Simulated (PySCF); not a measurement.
# Run report: C2H3F3O, geometry relaxation (part 2 of 2)

Continued. System: C2H3F3O. Method: HF/6-31G*, RHF (PySCF 2.14.0). The geometry comes from this level: GFN2-xTB symmetrised.

Geometry of the input (Å):
```
O  0.5388  -1.9759  -0.3101
C  0.3759  -1.0053  0.6730
C  -0.1047  0.3267  0.0898
F  -1.3144  0.2520  -0.4675
F  0.7363  0.7623  -0.8659
F  -0.1581  1.2828  1.0266
H  1.1726  -1.6759  -0.9739
H  -0.3851  -1.3725  1.3657
H  1.3051  -0.7997  1.2244
```

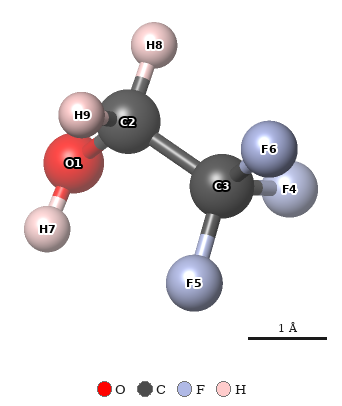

**Figure 1.** The geometry at step 4 of the log (ball-and-stick view, seen at a tilt; atoms are numbered from 1 in the order of the input).

Output, continued
```
Freq [cm^-1]                      128.1391            241.3067            341.9835
Reduced mass [au]                   3.7281              6.2042              1.5994
Force const [Dyne/A]                0.0361              0.2129              0.1102
Char temp [K]                     184.3636            347.1867            492.0381
Normal mode                   x     y     z       x     y     z       x     y     z
       0   O                 0.13  0.04 -0.02    0.04 -0.11  0.09    0.05 -0.02  0.04
       1   C                -0.09 -0.03  0.01   -0.01  0.00 -0.03    0.05  0.02 -0.00
       2   C                -0.03 -0.01  0.00   -0.01  0.01 -0.05   -0.03 -0.01  0.00
       3   F                -0.05  0.07  0.03   -0.02  0.08 -0.03   -0.02  0.08 -0.04
       4   F                -0.02 -0.08 -0.02   -0.04  0.09 -0.04    0.01 -0.06  0.00
       5   F                 0.04  0.01 -0.01    0.03 -0.08  0.04   -0.02 -0.03  0.02
       6   H                 0.21  0.13  0.10    0.14 -0.24  0.15   -0.47  0.35 -0.42
       7   H                -0.21 -0.10 -0.14   -0.02  0.07 -0.02    0.17 -0.02  0.10
       8   H                -0.20 -0.03  0.19   -0.03  0.06 -0.01    0.10  0.13 -0.12
Mode                                 3                   4                   5
Irrep
Freq [cm^-1]                      411.8757            454.6281            577.1791
Reduced mass [au]                   1.9293              9.8225              7.6870
Force const [Dyne/A]                0.1928              1.1961              1.5088
Char temp [K]                     592.5975            654.1086            830.4323
Normal mode                   x     y     z       x     y     z       x     y     z
       0   O                 0.01 -0.01  0.03    0.04 -0.13 -0.02   -0.00 -0.01  0.00
       1   C                -0.09 -0.02  0.02    0.00 -0.07 -0.05   -0.00 -0.01  0.00
       2   C                 0.03  0.01 -0.00   -0.00  0.01  0.01    0.08  0.02 -0.00
       3   F                 0.03 -0.08 -0.01   -0.03  0.02  0.07    0.07  0.04  0.08
       4   F                -0.03  0.08 -0.02    0.04  0.05  0.06    0.02 -0.02 -0.11
       5   F                 0.06 -0.00 -0.00   -0.04  0.10 -0.08   -0.12 -0.02  0.03
       6   H                -0.36  0.33 -0.27   -0.07 -0.06 -0.12   -0.05  0.02 -0.04
       7   H                -0.26  0.01 -0.13   -0.01 -0.09 -0.07   -0.14  0.05 -0.11
       8   H                -0.18 -0.11  0.21   -0.00 -0.09 -0.03   -0.05 -0.13  0.14
Mode                                 6                   7                   8
Irrep
Freq [cm^-1]                      592.1513            722.7874            915.2240
Reduced mass [au]                   9.8956              8.5867              7.1883
Force const [Dyne/A]                2.0444              2.6430              3.5476
Char temp [K]                     851.9739           1039.9301           1316.8035
Normal mode                   x     y     z       x     y     z       x     y     z
       0   O                -0.01  0.04  0.03   -0.02  0.06  0.00   -0.01  0.00 -0.01
       1   C                -0.03  0.08 -0.04    0.04 -0.07  0.11    0.04 -0.10  0.10
       2   C                -0.00 -0.00 -0.08    0.02 -0.09 -0.00   -0.01  0.02 -0.01
       3   F                -0.09 -0.03  0.08    0.01  0.07  0.02   -0.10 -0.01 -0.04
       4   F                 0.12  0.02  0.01   -0.03  0.06  0.02    0.08  0.04 -0.08
       5   F                 0.00 -0.08 -0.04   -0.01 -0.07 -0.12    0.00  0.04  0.06
       6   H                -0.04  0.05 -0.01    0.01  0.10  0.06    0.02  0.07  0.05
       7   H                -0.06  0.14 -0.04    0.05 -0.09  0.11    0.08 -0.16  0.12
       8   H                -0.05  0.12 -0.02    0.05 -0.09  0.09    0.07 -0.15  0.07
Mode                                 9                  10                  11
Irrep
Freq [cm^-1]                     1053.1949           1231.7891           1271.2791
Reduced mass [au]                   1.6635              4.0340              1.4472
Force const [Dyne/A]                1.0871              3.6063              1.3781
Char temp [K]                    1515.3129           1772.2703           1829.0876
Normal mode                   x     y     z       x     y     z       x     y     z
       0   O                 0.02 -0.02 -0.01    0.01 -0.10 -0.12    0.00  0.01  0.04
       1   C                -0.14 -0.03  0.00   -0.00  0.10  0.14    0.00 -0.05 -0.07
       2   C                -0.04 -0.01  0.01    0.02  0.04 -0.03    0.10  0.02 -0.03
       3   F                 0.06 -0.01  0.03   -0.01 -0.00 -0.00   -0.04 -0.00 -0.02
       4   F                 0.02  0.03 -0.04   -0.01 -0.01  0.02   -0.03 -0.02  0.03
       5   F                -0.00  0.00  0.00    0.00 -0.02 -0.00   -0.01  0.01  0.01
       6   H                 0.08  0.27  0.18    0.06  0.16  0.04    0.06  0.40  0.26
       7   H                 0.25 -0.09  0.38   -0.07  0.33  0.18   -0.06  0.40  0.10
       8   H                 0.05  0.24 -0.43    0.02  0.04  0.11    0.17 -0.42 -0.23
Mode                                12                  13                  14
Irrep
Freq [cm^-1]                     1360.9403           1429.4549           1457.9645
Reduced mass [au]                   5.9522              2.9032              3.6007
Force const [Dyne/A]                6.4954              3.4952              4.5095
Char temp [K]                    1958.0900           2056.6674           2097.6863
Normal mode                   x     y     z       x     y     z       x     y     z
       0   O                -0.01  0.01 -0.00    0.02  0.03  0.01    0.02  0.01 -0.01
       1   C                 0.01 -0.03  0.01   -0.06 -0.02  0.05   -0.06  0.01 -0.01
       2   C                 0.02 -0.17 -0.16    0.13  0.11 -0.12    0.15 -0.09  0.14
       3   F                 0.01  0.01  0.02   -0.02 -0.01  0.00   -0.06  0.00 -0.03
       4   F                -0.01  0.00  0.02   -0.04 -0.02  0.04    0.00  0.01 -0.02
       5   F                -0.01  0.07  0.07   -0.01 -0.01  0.01   -0.01  0.01 -0.01
       6   H                -0.02  0.02 -0.02   -0.06 -0.26 -0.19   -0.02 -0.21 -0.15
       7   H                -0.07  0.14 -0.00    0.17 -0.35  0.12   -0.02  0.18  0.11
       8   H                -0.06  0.26  0.04    0.02  0.01 -0.10   -0.07  0.30 -0.08
Mode                                15                  16                  17
Irrep
Freq [cm^-1]                     1525.8002           1609.9905           1650.7334
Reduced mass [au]                   1.2931              1.8566              1.1209
Force const [Dyne/A]                1.7737              2.8353              1.7997
Char temp [K]                    2195.2868           2316.4179           2375.0379
Normal mode                   x     y     z       x     y     z       x     y     z
       0   O                 0.05  0.04 -0.00   -0.01 -0.03  0.00   -0.00 -0.00 -0.00
       1   C                -0.05  0.02  0.04   -0.03  0.15  0.01   -0.02  0.03 -0.08
       2   C                -0.08 -0.05 -0.01    0.05 -0.11  0.01    0.01 -0.03 -0.00
       3   F                 0.02  0.00  0.01   -0.02  0.01 -0.01   -0.00  0.00 -0.00
       4   F                 0.01  0.01 -0.01    0.00  0.01 -0.01    0.00  0.00 -0.00
       5   F                 0.00  0.01  0.01   -0.00  0.02  0.01   -0.00  0.01  0.00
       6   H                -0.06 -0.44 -0.32    0.03  0.14  0.11    0.00  0.03  0.02
       7   H                -0.04  0.30  0.21    0.07 -0.49 -0.23    0.49 -0.00  0.44
       8   H                 0.16 -0.51 -0.19    0.14 -0.36 -0.15   -0.31 -0.23  0.55
Mode                                18                  19                  20
Irrep
Freq [cm^-1]                     3235.3645           3325.0472           4086.9727
Reduced mass [au]                   1.0691              1.1008              1.0670
Force const [Dyne/A]                6.5936              7.1708             10.5005
Char temp [K]                    4654.9691           4784.0027           5880.2438
Normal mode                   x     y     z       x     y     z       x     y     z
       0   O                 0.00 -0.00 -0.00   -0.00 -0.00  0.00   -0.04 -0.01  0.04
       1   C                -0.05 -0.00 -0.05    0.07  0.03 -0.04   -0.00 -0.00  0.00
       2   C                -0.00 -0.00  0.00    0.00 -0.00 -0.00    0.00  0.00 -0.00
       3   F                 0.00  0.00  0.00   -0.00  0.00 -0.00    0.00 -0.00  0.00
       4   F                 0.00  0.00 -0.00   -0.00 -0.00  0.00   -0.00 -0.00  0.00
       5   F                 0.00  0.00  0.00   -0.00  0.00  0.00    0.00 -0.00 -0.00
       6   H                 0.00 -0.00 -0.00    0.01  0.01 -0.00    0.71  0.23 -0.61
       7   H                -0.21 -0.10  0.19   -0.62 -0.31  0.59    0.01  0.00 -0.01
       8   H                 0.79  0.14  0.43   -0.24 -0.04 -0.14    0.00 -0.00 -0.00
temperature 298.1500 [K]
pressure 101325.00 [Pa]
Rotational constants [GHz] 5.45213 2.89447 2.86192
Symmetry number 1
Zero-point energy (ZPE) 0.06293 [Eh]   165227.054 [J/mol]
                           tot       elec      trans        rot        vib
Entropy [J/mol/K]       315.230      0.000    166.185    110.322     38.723
Cv [J/mol/K]             77.746      0.000     12.472     12.472     52.803
Cp [J/mol/K]             86.061      0.000     20.786     12.472     52.803
Internal energy [J/mol]                      3718.434   3718.434 172289.003
Internal energy [Eh]   -450.59074  -450.65919
Enthalpy [J/mol]                             6197.391   3718.434 172289.003
Enthalpy [Eh]          -450.58979
Gibbs free energy [J/mol]                  -43350.694 -29174.039 160743.704
Gibbs free energy [Eh] -450.62559
```

Trajectory as extended XYZ (Å, eV, eV/Å), 8 frames, from step=0 to step=7
```
9
Properties=species:S:1:pos:R:3:forces:R:3 step=0 energy=-12263.00340
O     0.5388   -1.9759   -0.3101    0.4859   0.5455  -0.5333
C     0.3759   -1.0053    0.6730   -0.0763   0.3874   0.1427
C    -0.1047    0.3267    0.0898   -0.2259   0.5889  -0.3212
F    -1.3144    0.2520   -0.4675    0.8164  -0.1125   0.4166
F     0.7363    0.7623   -0.8659   -0.4516  -0.4248   0.6284
F    -0.1581    1.2828    1.0266    0.0904  -0.8348  -0.5160
H     1.1726   -1.6759   -0.9739   -0.5556  -0.2631   0.6745
H    -0.3851   -1.3725    1.3657    0.3754   0.2257  -0.2522
H     1.3051   -0.7997    1.2244   -0.4586  -0.1123  -0.2395
9
Properties=species:S:1:pos:R:3:forces:R:3 step=1 energy=-12263.05538
O     0.5262   -1.9443   -0.3214   -0.0057  -0.1007  -0.0637
C     0.3702   -0.9884    0.6678   -0.0058  -0.0426   0.0281
C    -0.1002    0.3150    0.0877   -0.0234   0.0114   0.0163
F    -1.2971    0.2210   -0.4563    0.0436   0.0834  -0.0179
F     0.7419    0.7247   -0.8561   -0.0721   0.0963  -0.0010
F    -0.1452    1.2437    1.0280   -0.0368   0.0897  -0.0667
H     1.1644   -1.6453   -0.9560    0.0457  -0.0441  -0.0081
H    -0.3802   -1.3410    1.3565   -0.0069  -0.0587   0.0732
H     1.2864   -0.7907    1.2118    0.0614  -0.0347   0.0399
9
Properties=species:S:1:pos:R:3:forces:R:3 step=2 energy=-12263.05901
O     0.5262   -1.9531   -0.3214   -0.0826   0.0098  -0.0082
C     0.3715   -0.9903    0.6650    0.0024   0.0047  -0.0039
C    -0.1028    0.3219    0.0886   -0.0023   0.0426  -0.0561
F    -1.2980    0.2351   -0.4568   -0.0710  -0.0601  -0.0166
F     0.7304    0.7465   -0.8552    0.0670  -0.0220  -0.0205
F    -0.1526    1.2534    1.0251    0.0106   0.0070   0.0872
H     1.1764   -1.6711   -0.9507    0.0616   0.0023  -0.0126
H    -0.3748   -1.3471    1.3576   -0.0131  -0.0066   0.0283
H     1.2900   -0.8007    1.2097    0.0276   0.0223   0.0024
9
Properties=species:S:1:pos:R:3:forces:R:3 step=3 energy=-12263.06002
O     0.5215   -1.9516   -0.3243   -0.0390   0.0317  -0.0178
C     0.3710   -0.9890    0.6636    0.0047  -0.0003   0.0068
C    -0.1037    0.3241    0.0878    0.0163  -0.0378  -0.0084
F    -1.3002    0.2331   -0.4570    0.0088   0.0031  -0.0008
F     0.7321    0.7481   -0.8549   -0.0123  -0.0028   0.0185
F    -0.1534    1.2525    1.0289   -0.0054  -0.0049  -0.0022
H     1.1818   -1.6769   -0.9478    0.0181  -0.0071   0.0247
H    -0.3746   -1.3456    1.3588    0.0133   0.0071  -0.0013
H     1.2918   -0.8000    1.2068   -0.0045   0.0111  -0.0194
9
Properties=species:S:1:pos:R:3:forces:R:3 step=4 energy=-12263.06079
O     0.5133   -1.9488   -0.3291    0.0025   0.0220  -0.0187
C     0.3704   -0.9879    0.6615   -0.0028  -0.0089   0.0118
C    -0.1045    0.3249    0.0878    0.0013  -0.0275   0.0087
F    -1.3009    0.2327   -0.4575    0.0254   0.0178   0.0022
F     0.7318    0.7513   -0.8530   -0.0209   0.0057   0.0160
F    -0.1556    1.2507    1.0319   -0.0091   0.0015  -0.0199
H     1.1902   -1.6852   -0.9399   -0.0047  -0.0166   0.0238
H    -0.3726   -1.3432    1.3602    0.0184   0.0068  -0.0051
H     1.2944   -0.7999    1.2000   -0.0100  -0.0008  -0.0188
9
Properties=species:S:1:pos:R:3:forces:R:3 step=5 energy=-12263.06130
O     0.5035   -1.9463   -0.3350    0.0076   0.0051  -0.0013
C     0.3698   -0.9865    0.6579   -0.0004  -0.0090   0.0020
C    -0.1064    0.3272    0.0884   -0.0039  -0.0132   0.0089
F    -1.3017    0.2350   -0.4587    0.0156   0.0135   0.0013
F     0.7302    0.7592   -0.8489   -0.0086   0.0100   0.0026
F    -0.1609    1.2496    1.0361   -0.0051  -0.0018  -0.0158
H     1.2022   -1.7026   -0.9287   -0.0087  -0.0037   0.0079
H    -0.3682   -1.3404    1.3621    0.0056   0.0005  -0.0004
H     1.2980   -0.8006    1.1889   -0.0023  -0.0014  -0.0052
9
Properties=species:S:1:pos:R:3:forces:R:3 step=6 energy=-12263.06134
O     0.5018   -1.9464   -0.3354    0.0037  -0.0014   0.0010
C     0.3699   -0.9865    0.6574   -0.0013  -0.0017  -0.0023
C    -0.1066    0.3275    0.0883   -0.0053  -0.0002   0.0057
F    -1.3012    0.2359   -0.4599    0.0055   0.0014  -0.0017
F     0.7302    0.7615   -0.8477   -0.0007   0.0004   0.0009
F    -0.1627    1.2491    1.0365   -0.0013   0.0008  -0.0016
H     1.2030   -1.7056   -0.9271   -0.0024  -0.0010  -0.0007
H    -0.3668   -1.3402    1.3629    0.0016   0.0027   0.0005
H     1.2989   -0.8006    1.1868    0.0002  -0.0010  -0.0018
9
Properties=species:S:1:pos:R:3:forces:R:3 step=7 energy=-12263.06135
O     0.5014   -1.9468   -0.3352   -0.0017  -0.0013   0.0027
C     0.3701   -0.9865    0.6573   -0.0007   0.0007  -0.0011
C    -0.1067    0.3276    0.0885   -0.0008   0.0018  -0.0009
F    -1.3006    0.2359   -0.4610   -0.0013  -0.0017  -0.0003
F     0.7306    0.7623   -0.8467    0.0039   0.0010  -0.0012
F    -0.1640    1.2490    1.0369   -0.0009  -0.0015   0.0013
H     1.2023   -1.7066   -0.9274    0.0003   0.0016  -0.0017
H    -0.3662   -1.3398    1.3635   -0.0001   0.0000   0.0015
H     1.2994   -0.8005    1.1860    0.0012  -0.0005  -0.0003
```

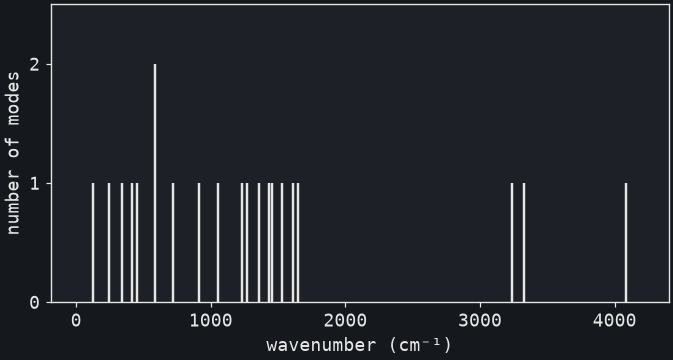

**Figure 2.** Harmonic vibrational wavenumbers from the force constants; neighbouring modes closer than 18 cm⁻¹ are counted in one stick. 21 modes from 128 to 4087 cm⁻¹, none imaginary.

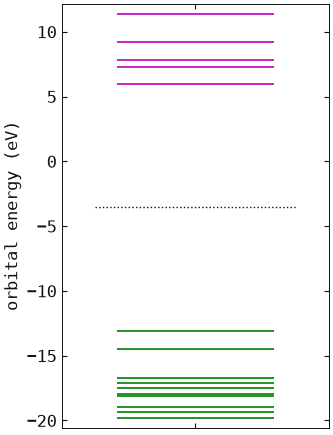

**Figure 3.** Orbital energies near the frontier; the dotted line parts filled from empty levels, and levels within 0.02 eV of each other stand side by side. Highest filled −13.07 eV, lowest empty 5.95 eV, 19.02 eV apart.
